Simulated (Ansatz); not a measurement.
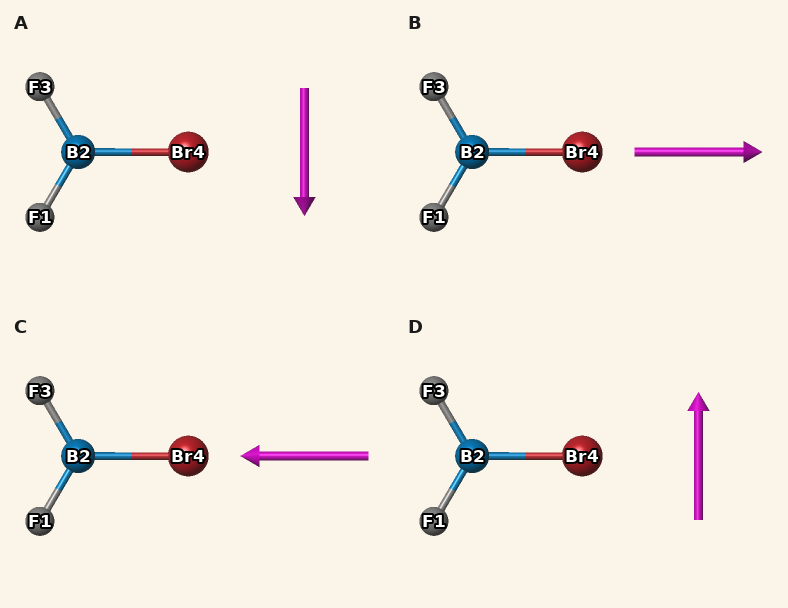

The same molecule four times, each with an arrow. Computed geometry: PBE0-D4/def2-TZVP optimisation. Method: RKS B3LYP-D4/def2-TZVPP (Ansatz 0.2.0).

> Which arrow points along the dipole moment, from the negative to the positive end?

B. The dipole moment is 0.29 D; it points from the side of F1, F3 to the side of Br4 (the outermost atoms at the two ends).
